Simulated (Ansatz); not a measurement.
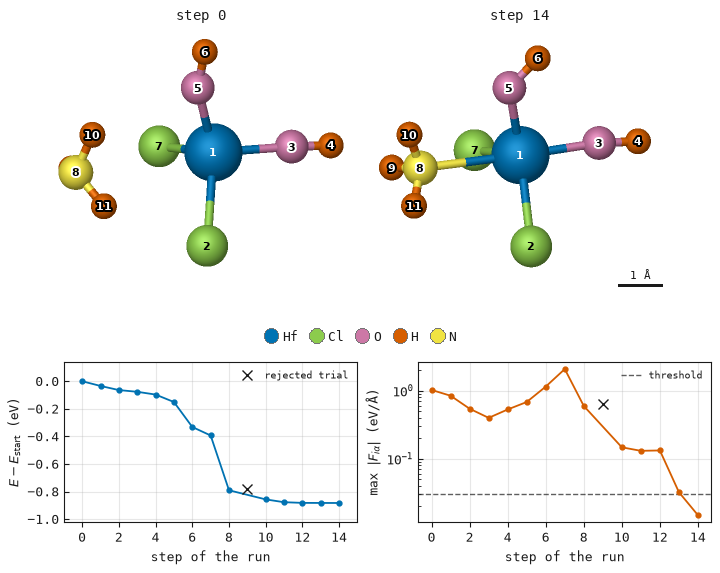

First and last geometry of a relaxation of HfNH₅O₂Cl₂, with the history of the run. The picture is a ball-and-stick view, seen at a tilt.

The run prepares an end point of a later path (reaction) calculation, from a guessed geometry.

Theory: RKS PBE/def2-SVP (Ansatz).

The input:
```yaml
crystal:
  periodic: [false, false, false]
  atoms:
    - { symbol: Hf, position_ang: [0.005384, -0.256371, 0.005951] }
    - { symbol: Cl, position_ang: [0.334949, -0.296906, 2.470151] }
    - { symbol: O, position_ang: [1.759551, -0.126952, -0.720224] }
    - { symbol: H, position_ang: [2.65612, -0.131682, -1.080062] }
    - { symbol: O, position_ang: [-0.970646, 1.29212, -0.580988] }
    - { symbol: H, position_ang: [-1.140325, 2.114385, -1.060814] }
    - { symbol: Cl, position_ang: [-0.90316, -2.243082, -0.943581] }
    - { symbol: "N", position_ang: [-3.029647, -0.489133, 1.535281] }
    - { symbol: H, position_ang: [-2.995866, -1.331065, 0.944756] }
    - { symbol: H, position_ang: [-2.993343, 0.348952, 0.93995] }
    - { symbol: H, position_ang: [-2.214217, -0.485466, 2.183781] }
basis:
  gaussian: { orbitals: def2-SVP }
hamiltonian:
  xc: pbe
relax:
  f_tol: 0.03
  max_steps: 50
output:
  orbitals: {}
```

Command:
```bash
ansatz run input.yaml --threads 4 --pin off --max-ram 5120MiB --backend cpu --events-out ev --progress --plain --runs-dir out
```

Q: What do the curves and the structures tell?

A: It converged. Over 13 accepted moves (14 points after the start) the energy falls by 0.883 eV. The largest force component goes from 1 to 0.015 eV/Å. The line search rejected the trial step at point 9 of the run. N8 moves most after the best rigid fit: 0.68 Å. Largest moves by element: N 0.68 Å, H 0.40 Å, O 0.28 Å, Hf 0.28 Å, Cl 0.14 Å. Among the contacts that change: Hf1–N8 3.407 → 2.450 Å, Hf1–H9 3.323 → 3.001 Å, Hf1–H10 3.199 → 2.947 Å, Hf1–H11 3.118 → 3.004 Å. New bonds form, among them: Hf1–N8 (3.41 → 2.45 Å). Among the angles between lasting bonds that change: Hf1–O5–H6 157.8° → 126.7°, O3–Hf1–O5 107.3° → 99.9°, Cl2–Hf1–O3 104.9° → 99.3°.

```json
{"step": "0", "E − E(0), eV": "0.0000", "largest force component, eV/Å": "1.0242", "note": ""}
{"step": "1", "E − E(0), eV": "-0.0342", "largest force component, eV/Å": "0.8419", "note": ""}
{"step": "2", "E − E(0), eV": "-0.0641", "largest force component, eV/Å": "0.5431", "note": ""}
{"step": "3", "E − E(0), eV": "-0.0766", "largest force component, eV/Å": "0.3991", "note": ""}
{"step": "4", "E − E(0), eV": "-0.0967", "largest force component, eV/Å": "0.5299", "note": ""}
{"step": "5", "E − E(0), eV": "-0.1507", "largest force component, eV/Å": "0.6818", "note": ""}
{"step": "6", "E − E(0), eV": "-0.3317", "largest force component, eV/Å": "1.1474", "note": ""}
{"step": "7", "E − E(0), eV": "-0.3934", "largest force component, eV/Å": "2.0746", "note": ""}
{"step": "8", "E − E(0), eV": "-0.7906", "largest force component, eV/Å": "0.5960", "note": ""}
{"step": "9", "E − E(0), eV": "-0.7847", "largest force component, eV/Å": "0.6386", "note": "rejected"}
{"step": "10", "E − E(0), eV": "-0.8567", "largest force component, eV/Å": "0.1476", "note": ""}
{"step": "11", "E − E(0), eV": "-0.8771", "largest force component, eV/Å": "0.1311", "note": ""}
{"step": "12", "E − E(0), eV": "-0.8820", "largest force component, eV/Å": "0.1327", "note": ""}
{"step": "13", "E − E(0), eV": "-0.8825", "largest force component, eV/Å": "0.0324", "note": ""}
{"step": "14", "E − E(0), eV": "-0.8828", "largest force component, eV/Å": "0.0149", "note": ""}
```

Limits of the set-up: the start holds two separate molecules, 2.6 Å apart at their closest, whose relative position is a soft coordinate and is computed without a dispersion correction.
